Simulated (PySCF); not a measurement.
# SiNH2F (SMILES N[Si]F) at 3 levels

Aim: a comparison of 3 runs (MP2/pcseg-0, MP2/pcseg-1, MP2/pcseg-2) of SiNH2F. The job is set up through a Python script.

The calculation is run with PySCF 2.14.0.

## (1) The molecule

SiNH2F: 5 atoms, total charge 0, spin state singlet. SMILES: `N[Si]F`. Geometry: relaxed at PBE0-D4/def2-TZVP. This is one conformer, not always the lowest.

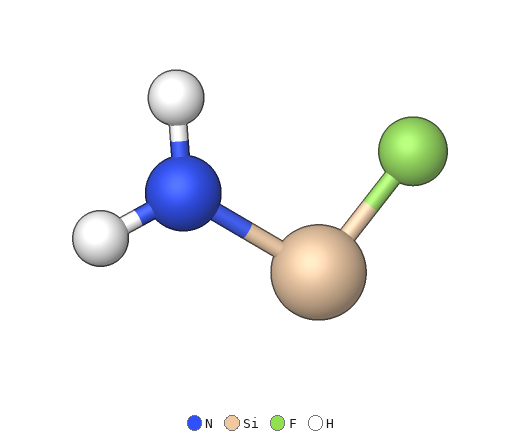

The structure, seen from a chosen angle (nitrogen blue, silicon light orange, fluorine green, hydrogen white).

## (2) The energy at MP2/pcseg-0 (run 1)

input.py

```python
# N[Si]F
from pyscf import gto, scf, mp

mol = gto.Mole()
mol.atom = [
    ('N', (-0.421300, 0.240100, -0.331100)),
    ('Si', (0.136100, -1.133600, 0.505100)),
    ('F', (1.565400, -0.548800, 1.001500)),
    ('H', (0.085400, 1.109600, -0.420900)),
    ('H', (-1.315700, 0.259100, -0.796000)),
]
mol.max_memory = 1860
mol.spin = 0
mol.verbose = 4
mol.basis = 'pcseg-0'
mol.build()

calc0 = scf.RHF(mol)
calc0.conv_tol = 1e-10
calc0.kernel()
if not calc0.converged:
    calc0 = calc0.newton().run(calc0.mo_coeff, calc0.mo_occ)

pt = mp.MP2(calc0, frozen=7).run()
etot = pt.e_tot
print('E = %.10f Eh' % etot)
```

Launch:

```sh
$ OMP_NUM_THREADS=1 python input.py
```

Log:

```text
PySCF version 2.14.0

[... 59 lines left out ...]
converged SCF energy = -443.225831476831
[... 1 line left out ...]
******** <class 'pyscf.mp.mp2.RMP2'> ********
nocc = 9, nmo = 28
frozen orbitals 7
E(RMP2) = -443.500451978292  E_corr = -0.274620501460398
E(SCS-RMP2) = -443.496422163376  E_corr = -0.270590686544491
E_corr(same-spin) = -0.0680237483169076
E_corr(oppo-spin) = -0.20659675314349
E = -443.5004519783 Eh
```

Wall time 0.6 s (1 thread of Arm Neoverse V2, shared host); peak memory 0.12 GiB.

## (3) The energy at MP2/pcseg-1 (run 2)

job.py

```python
# N[Si]F
from pyscf import gto, scf, mp

mol = gto.M(
    atom='''
N     -0.796142     0.453723    -0.625688
Si     0.257192    -2.142194     0.954501
F      2.958177    -1.037082     1.892561
H      0.161383     2.096840    -0.795386
H     -2.486313     0.489628    -1.504222
''',
    verbose=3,
    unit='bohr',
    basis='pcseg-1',
    max_memory=1860,
)

hf = scf.RHF(mol)
hf.conv_tol = 1e-10
hf.kernel()
if not hf.converged:
    hf = hf.newton().run(hf.mo_coeff, hf.mo_occ)

pt = mp.MP2(hf, frozen=7).run()
e_final = pt.e_tot
print('Final energy', e_final)
```

Launch:

```sh
$ OMP_NUM_THREADS=1 python job.py
```

Log:

```text
converged SCF energy = -443.978495910202
E(RMP2) = -444.414737622235  E_corr = -0.436241712032455
E(SCS-RMP2) = -444.404269604283  E_corr = -0.425773694080904
Final energy -444.4147376222348
```

Run time: 0.82 s. Hardware: 1 thread of Arm Neoverse V2, shared host; peak memory 0.13 GiB.

## (4) A single-point energy at MP2/pcseg-2 (run 3)

job.py

```python
from pyscf import gto, mp

mol = gto.M(
    atom=[
    ('N', (-0.421300, 0.240100, -0.331100)),
    ('Si', (0.136100, -1.133600, 0.505100)),
    ('F', (1.565400, -0.548800, 1.001500)),
    ('H', (0.085400, 1.109600, -0.420900)),
    ('H', (-1.315700, 0.259100, -0.796000)),
],
    spin=0,
    basis='pcseg-2',
    max_memory=1860,
    verbose=3,
)

calc0 = mol.RHF()
calc0.conv_tol = 1e-10
calc0.kernel()
if not calc0.converged:
    calc0 = calc0.newton().run(calc0.mo_coeff, calc0.mo_occ)

pt = mp.MP2(calc0, frozen=7).run()
e_final = pt.e_tot
print('Final energy', e_final)
```

Launch:

```sh
$ OMP_NUM_THREADS=1 python job.py
```

Log:

```text
converged SCF energy = -444.127723123191
E(RMP2) = -444.681007209165  E_corr = -0.553284085973741
E(SCS-RMP2) = -444.673165918598  E_corr = -0.545442795407501
Final energy -444.6810072091647
```

It took 4.2 s on 1 thread of Arm Neoverse V2, shared host; peak memory 0.39 GiB.

## (5) The series

| run | level | energy (Eh) | dipole moment (D) of the reference | HOMO energy (eV) | LUMO energy (eV) | wall time |
| --- | --- | --- | --- | --- | --- | --- |
| 1 | MP2/pcseg-0 | -443.500452 | 2.62 | -9.83 | 2.27 | 0.6 s |
| 2 | MP2/pcseg-1 | -444.414738 | 2.56 | -9.82 | 1.89 | 0.82 s |
| 3 | MP2/pcseg-2 | -444.681007 | 2.41 | -9.81 | 1.75 | 4.2 s |

## (6) Outcome

| quantity | value |
| --- | --- |
| run 3: total energy | -444.68101 Eh |
| run 3: dipole moment (Hartree–Fock density) | 2.41 D |
| run 3: HOMO energy (Hartree–Fock orbitals) | -9.81 eV |
| run 3: LUMO energy (Hartree–Fock orbitals) | 1.75 eV |
| run 3: HOMO–LUMO gap (Hartree–Fock orbitals) | 11.56 eV |
| run 3: correlation energy (7 core orbitals frozen) | -553.3 mEh |

**Reading.** Over the runs the total energy spans 32.125 eV. All runs together took 5.6 s, the longest 4.2 s.
